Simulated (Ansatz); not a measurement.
**SiHF (triplet): from Hartree-Fock to the top rungs at a displaced geometry (v2), cc-pVDZ**

Aim: climb from Hartree-Fock through coupled cluster for SiHF (triplet) at one geometry and basis, and see what each rung misses.

Method: cc-pVDZ, core rule «outside noble gas», up to 6 orbitals frozen; program: Ansatz 0.2.0, Gaussian basis.

Plan: UHF; CCSD(T) on ROHF; CCSD(T) on UHF; BCCD(T) on ROHF; CISD; CCSDT(Q) on ROHF; CCSDT(Q) on UHF.

37 further runs of the same task are left out: 14 for a known fault of the program, 12 that didn't finish, 11 set aside as unsound or not needed.

### Step 1. The system

The geometry is a PBE0/def2-TZVP stationary point (not a proven minimum) with its atoms shifted at random (size 0.100 Å).

3 atoms, charge 0, spin multiplicity 3.

Atoms are counted from 1 here; the program's logs count them from 0.

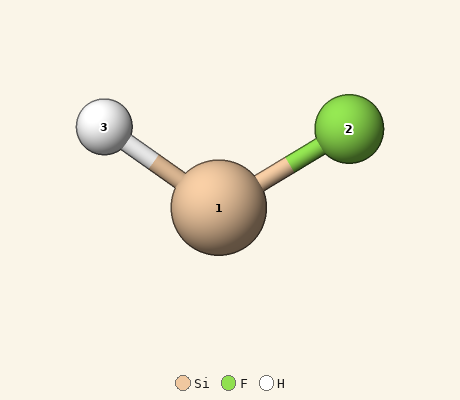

The geometry (silicon light orange, fluorine green, hydrogen white); atoms are numbered from 1 in the order of the file.

In the tables R marks a restricted open-shell determinant and U an unrestricted one; energies count from the table's Hartree-Fock row.

### Step 2. UHF

Contents of in.yaml:

```yaml
crystal:
  periodic: [false, false, false]
  atoms:
    - {symbol: Si, position_ang: [0.066982, -0.102501, 0.609703]}
    - {symbol: F, position_ang: [-0.097892, 0.090048, -0.974186]}
    - {symbol: H, position_ang: [-0.021271, 1.158827, 1.373252]}
basis:
  gaussian: {orbitals: cc-pVDZ}
magnetization: {spin_polarized: true, initial_magnetization: 2}
hamiltonian: {xc: hf}
output: {orbitals: {seedname: orbitals}}
```

Launch:

```console
ansatz run in.yaml --threads 1 --pin off --events-out ev --progress --plain --max-ram 2393MiB
```

Log:

```text
Functional definition: HF
  name "HF"
  cite "Fock, Z. Phys. 61, 126 (1930) doi:10.1007/BF01340294"
  parent pbe
  exchange = exact_x
  correlation = 0
356 factors; integrals over basis functions are off by at most 1.3e-3 eV
mean field evaluation 1: about -10581.2323 eV, gradient 1.6e1 eV
mean field evaluation 2: about -10581.2732 eV, gradient 1.6e1 eV
mean field evaluation 4: about -10582.7020 eV, gradient 2.3e0 eV
mean field evaluation 8: about -10582.8154 eV, gradient 1.5e-1 eV
mean field -10582.81594415 eV, -388.9113126571 hartree, gradient 2.6e-5 eV, S^2 2.004400; 0 other end points of the search recorded, 0 dependent functions left out
reference -10582.81594415 eV, -388.9113126571 hartree; 13, 11 occupied and 24, 26 virtual orbitals, 356 factors
Total energy: -10582.81594415 eV, -388.9113126571 hartree
```

It took 0.18 s on 1 thread of Arm Neoverse V2, shared host.

From the report: ⟨S²⟩ of the determinant 2.004 (pure triplet: 2.00).

### Step 3. CCSD(T) on ROHF

in.yaml: that of step 2 with these lines changed.

```diff
@@ -8,4 +8,4 @@
   gaussian: {orbitals: cc-pVDZ}
-magnetization: {spin_polarized: true, initial_magnetization: 2}
-hamiltonian: {xc: hf}
-output: {orbitals: {seedname: orbitals}}
+magnetization: {spin_polarized: false, initial_magnetization: 2}
+correlation: {method: ccsd_t, electrons: outside_noble_gas}
+output: {forces: true}
```

The command is unchanged.

Log (excerpt; [...] marks lines left out):

```text
Functional definition: HF
  name "HF"
  cite "Fock, Z. Phys. 61, 126 (1930) doi:10.1007/BF01340294"
  parent pbe
[...]
356 factors; integrals over basis functions are off by at most 1.3e-3 eV
[...]
mean field -10582.76977550 eV, -388.9096159907 hartree, gradient 1.5e-6 eV, S^2 2.000000; 0 other end points of the search recorded, 0 dependent functions left out
6 core orbitals not correlated: weight in the atoms' cores, before any rotation towards them, 1.000 or more for the frozen orbitals, at most 0.000 for the correlated occupied ones
reference -10582.76977550 eV, -388.9096159907 hartree; 7, 5 occupied and 24, 26 virtual orbitals, 356 factors
second order -6.81902922 eV of doubles, -0.02860507 eV of singles
cycle   1  -7.00049499 eV  change   -1.5e-1 eV  update   7.3e-2
[...]
cycle  12  -7.27138962 eV  change   -1.0e-6 eV  update   1.9e-6
perturbative correction -0.12913871 eV, -0.0047457602 hartree
[...]
Total energy: -10590.17030384 eV, -389.1815803908 hartree
Atom 0 at     0.066982    -0.102501     0.609703 Å, force     0.235191    -0.534572     1.897828 eV/Å
Atom 1 at    -0.097892     0.090048    -0.974186 Å, force    -0.218023     0.214785    -2.149895 eV/Å
Atom 2 at    -0.021271     1.158827     1.373252 Å, force    -0.017168     0.319787     0.252067 eV/Å
Dipole moment:     0.031469    -0.051108     0.282343 e Å
```

Run time: 1.4 s. Hardware: 1 thread of Arm Neoverse V2, shared host.

From the report: correlation -7.4005 eV; T1 0.021; largest double amplitude 0.04.

### Step 4. CCSD(T) on UHF

in.yaml: that of step 3 with these lines changed.

```diff
@@ -8,3 +8,3 @@
   gaussian: {orbitals: cc-pVDZ}
-magnetization: {spin_polarized: false, initial_magnetization: 2}
+magnetization: {spin_polarized: true, initial_magnetization: 2}
 correlation: {method: ccsd_t, electrons: outside_noble_gas}
```

The command is unchanged.

Log (excerpt; [...] marks lines left out):

```text
Functional definition: HF
  name "HF"
  cite "Fock, Z. Phys. 61, 126 (1930) doi:10.1007/BF01340294"
  parent pbe
[...]
356 factors; integrals over basis functions are off by at most 1.3e-3 eV
[...]
mean field -10582.81594415 eV, -388.9113126571 hartree, gradient 8.4e-6 eV, S^2 2.004400; 0 other end points of the search recorded, 0 dependent functions left out
6 core orbitals not correlated: weight in the atoms' cores, before any rotation towards them, 1.000 or more for the frozen orbitals, at most 0.000 for the correlated occupied ones
reference -10582.81594415 eV, -388.9113126571 hartree; 7, 5 occupied and 24, 26 virtual orbitals, 356 factors
second order -6.80902965 eV of doubles, -0.00000000 eV of singles
cycle   1  -6.95975048 eV  change   -1.5e-1 eV  update   7.2e-2
[...]
cycle  12  -7.22619455 eV  change   -9.9e-7 eV  update   1.9e-6
perturbative correction -0.12855516 eV, -0.0047243150 hartree
[...]
Total energy: -10590.17069385 eV, -389.1815947236 hartree
Atom 0 at     0.066982    -0.102501     0.609703 Å, force     0.235291    -0.535657     1.897435 eV/Å
Atom 1 at    -0.097892     0.090048    -0.974186 Å, force    -0.218044     0.214880    -2.149996 eV/Å
Atom 2 at    -0.021271     1.158827     1.373252 Å, force    -0.017246     0.320777     0.252561 eV/Å
Dipole moment:     0.031475    -0.051127     0.282380 e Å
```

It took 1.5 s on 1 thread of Arm Neoverse V2, shared host.

From the report: ⟨S²⟩ of the determinant 2.004 (pure triplet: 2.00); correlation -7.3547 eV; T1 0.018; largest double amplitude 0.04.

### Step 5. BCCD(T) on ROHF

in.yaml: that of step 4 with these lines changed.

```diff
@@ -8,4 +8,3 @@
   gaussian: {orbitals: cc-pVDZ}
-magnetization: {spin_polarized: true, initial_magnetization: 2}
-correlation: {method: ccsd_t, electrons: outside_noble_gas}
-output: {forces: true}
+magnetization: {spin_polarized: false, initial_magnetization: 2}
+correlation: {method: bccd_t, electrons: outside_noble_gas}
```

Same command.

Log (excerpt; [...] marks lines left out):

```text
Functional definition: HF
  name "HF"
  cite "Fock, Z. Phys. 61, 126 (1930) doi:10.1007/BF01340294"
  parent pbe
[...]
356 factors; integrals over basis functions are off by at most 1.3e-3 eV
[...]
mean field -10582.76977550 eV, -388.9096159907 hartree, gradient 1.5e-6 eV, S^2 2.000000; 0 other end points of the search recorded, 0 dependent functions left out
6 core orbitals not correlated: weight in the atoms' cores, before any rotation towards them, 1.000 or more for the frozen orbitals, at most 0.000 for the correlated occupied ones
reference -10582.76977550 eV, -388.9096159907 hartree; 7, 5 occupied and 24, 26 virtual orbitals, 356 factors
second order -6.81902922 eV of doubles, -0.02860507 eV of singles
cycle   1  -7.00563056 eV  change   -1.6e-1 eV  update   7.3e-2
[...]
cycle  11  -7.25190769 eV  change   -7.5e-6 eV  update   8.7e-6
perturbative correction -0.15187808 eV, -0.0055814165 hartree
Total energy: -10590.17356128 eV, -389.1817000995 hartree
```

Wall time 0.78 s (1 thread of Arm Neoverse V2, shared host).

From the report: correlation -7.4038 eV; largest double amplitude 0.04.

### Step 6. CISD

in.yaml: that of step 5 with these lines changed.

```diff
@@ -9,2 +9,2 @@
 magnetization: {spin_polarized: false, initial_magnetization: 2}
-correlation: {method: bccd_t, electrons: outside_noble_gas}
+correlation: {active_space: {ras: {orbitals: [5, 2, 24], electrons: 12, max_holes: 2, max_particles: 2}, fixed_orbitals: true}}
```

Launched as before.

Log:

```text
Functional definition: HF
  name "HF"
  cite "Fock, Z. Phys. 61, 126 (1930) doi:10.1007/BF01340294"
  parent pbe
  exchange = exact_x
  correlation = 0
356 factors; integrals over basis functions are off by at most 1.3e-3 eV
mean field evaluation 1: about -10581.1240 eV, gradient 2.3e1 eV
mean field evaluation 2: about -10581.1574 eV, gradient 2.3e1 eV
mean field evaluation 4: about -10582.7030 eV, gradient 1.9e0 eV
mean field evaluation 8: about -10582.7695 eV, gradient 1.3e-1 eV
mean field evaluation 16: about -10582.7698 eV, gradient 1.5e-6 eV
mean field -10582.76977550 eV, -388.9096159907 hartree, gradient 1.5e-6 eV, S^2 2.000000; 0 other end points of the search recorded, 0 dependent functions left out
reference -10582.76977550 eV, -388.9096159907 hartree; 13, 11 occupied and 24, 26 virtual orbitals, 356 factors
state -10589.61231060 eV, -389.1610745177 hartree
Total energy: -10589.61231060 eV, -389.1610745177 hartree
```

Run time: 1.5 s. Hardware: 1 thread of Arm Neoverse V2, shared host.

From the report: 64,178 determinants.

### Step 7. CCSDT(Q) on ROHF

in.yaml: that of step 6 with these lines changed.

```diff
@@ -9,2 +9,2 @@
 magnetization: {spin_polarized: false, initial_magnetization: 2}
-correlation: {active_space: {ras: {orbitals: [5, 2, 24], electrons: 12, max_holes: 2, max_particles: 2}, fixed_orbitals: true}}
+correlation: {method: ccsdt_q, electrons: outside_noble_gas}
```

The command is unchanged.

Log (excerpt; [...] marks lines left out):

```text
Functional definition: HF
  name "HF"
  cite "Fock, Z. Phys. 61, 126 (1930) doi:10.1007/BF01340294"
  parent pbe
[...]
656 factors; integrals over basis functions are off by at most 1.5e-7 eV
[...]
mean field -10582.76990450 eV, -388.9096207315 hartree, gradient 1.5e-6 eV, S^2 2.000000; 0 other end points of the search recorded, 0 dependent functions left out
6 core orbitals not correlated: weight in the atoms' cores, before any rotation towards them, 1.000 or more for the frozen orbitals, at most 0.000 for the correlated occupied ones
reference -10582.76990450 eV, -388.9096207315 hartree; 7, 5 occupied and 24, 26 virtual orbitals, 656 factors
second order -6.81904900 eV of doubles, -0.02860517 eV of singles
cycle   1  -7.00049703 eV  change   -1.5e-1 eV  update   7.9e-2
[...]
cycle  17  -7.41723103 eV  change   -5.8e-7 eV  update   4.5e-7
perturbative correction -0.01199726 eV, -0.0004408912 hartree
Total energy: -10590.19913280 eV, -389.1826398354 hartree
```

It took 15 s on 1 thread of Arm Neoverse V2, shared host; peak memory 0.36 GiB.

From the report: correlation -7.4292 eV; T1 0.022; largest double amplitude 0.05.

### Step 8. CCSDT(Q) on UHF

in.yaml: that of step 7 with these lines changed.

```diff
@@ -8,3 +8,3 @@
   gaussian: {orbitals: cc-pVDZ}
-magnetization: {spin_polarized: false, initial_magnetization: 2}
+magnetization: {spin_polarized: true, initial_magnetization: 2}
 correlation: {method: ccsdt_q, electrons: outside_noble_gas}
```

The command is unchanged.

Log (excerpt; [...] marks lines left out):

```text
Functional definition: HF
  name "HF"
  cite "Fock, Z. Phys. 61, 126 (1930) doi:10.1007/BF01340294"
  parent pbe
[...]
656 factors; integrals over basis functions are off by at most 1.5e-7 eV
[...]
mean field -10582.81607330 eV, -388.9113174032 hartree, gradient 8.1e-6 eV, S^2 2.004400; 0 other end points of the search recorded, 0 dependent functions left out
6 core orbitals not correlated: weight in the atoms' cores, before any rotation towards them, 1.000 or more for the frozen orbitals, at most 0.000 for the correlated occupied ones
reference -10582.81607330 eV, -388.9113174032 hartree; 7, 5 occupied and 24, 26 virtual orbitals, 656 factors
second order -6.80904939 eV of doubles, -0.00000000 eV of singles
cycle   1  -6.95975239 eV  change   -1.5e-1 eV  update   7.8e-2
[...]
cycle  15  -7.37136068 eV  change    5.4e-7 eV  update   1.4e-6
perturbative correction -0.01416039 eV, -0.0005203848 hartree
Total energy: -10590.20159437 eV, -389.1827302965 hartree
```

It took 12 s on 1 thread of Arm Neoverse V2, shared host; peak memory 0.28 GiB.

From the report: ⟨S²⟩ of the determinant 2.004 (pure triplet: 2.00); correlation -7.3855 eV; T1 0.018; largest double amplitude 0.05.

### Step 9. Misses and costs

The yardstick is UCCSDT(Q), where the cluster series has nearly closed. Rows without a time come out of other runs: HF, MP2 and CCSD of CCSD(T), CCSDT of CCSDT(Q). The times of RCCSD(T), UCCSD(T) include forces.

Differences are taken before rounding.

```csv
method,energy from the lowest RHF (kcal/mol),from UCCSDT(Q) (kcal/mol),time
RHF,0.00,+171.38,
UHF,-1.06,+170.32,
RMP2,-157.91,+13.47,
UMP2,-158.08,+13.30,
CISD,-157.79,+13.59,1.5 s
RCCSD,-167.68,+3.70,
UCCSD,-167.70,+3.68,
RCCSD(T),-170.66,+0.72,1.4 s
UCCSD(T),-170.67,+0.71,1.5 s
BCCD(T),-170.74,+0.65,0.78 s
RCCSDT,-171.05,+0.33,
UCCSDT,-171.06,+0.33,
RCCSDT(Q),-171.33,+0.06,15 s
UCCSDT(Q),-171.38,0,12 s
```

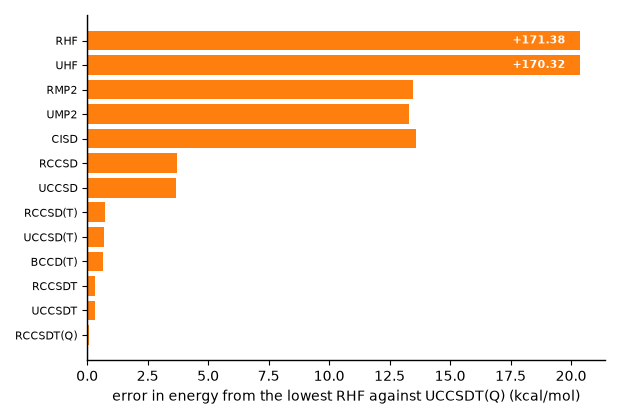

Deviations from UCCSDT(Q), method by method. Bars with a number in them are cut short.

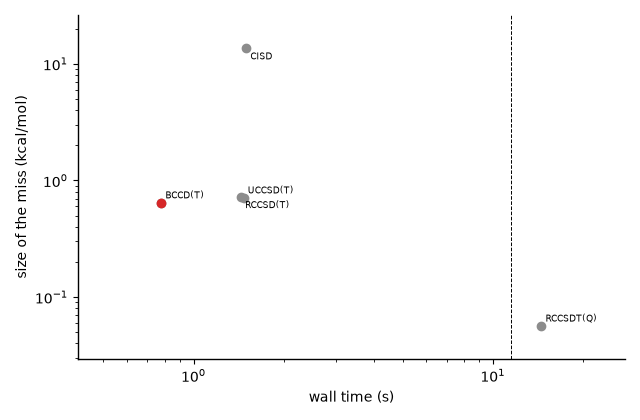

Miss against cost. Red marks the levels that no quicker level drawn beats (of those quicker than the yardstick), and the dashed line is the time of UCCSDT(Q). Times are from a shared host.

### Step 10. Summary of results

```
                         quantity                                                   value
   UCCSDT(Q) below the RHF energy                                              -7.4318 eV
              RMP2 from UCCSDT(Q)                                         +13.47 kcal/mol
              UMP2 from UCCSDT(Q)                                         +13.30 kcal/mol
             RCCSD from UCCSDT(Q)                                          +3.70 kcal/mol
          RCCSD(T) from UCCSDT(Q)                                          +0.72 kcal/mol
          UCCSD(T) from UCCSDT(Q)                                          +0.71 kcal/mol
         RCCSDT(Q) from UCCSDT(Q)                                          +0.06 kcal/mol
levels within 1 kcal/mol (43 meV)  RCCSD(T), UCCSD(T), BCCD(T), RCCSDT, UCCSDT, RCCSDT(Q)
                    T1 diagnostic                                                   0.021
```

**Reading.** RCCSD(T) misses by +0.72 kcal/mol, 0.4 % of the correlation energy. These misses are within one basis, not against nature; the frozen cores of restricted and unrestricted runs differ, which can shift their rows.

For cost: BCCD(T) gets within 0.65 kcal/mol in 0.78 s, where UCCSDT(Q) took 12 s.
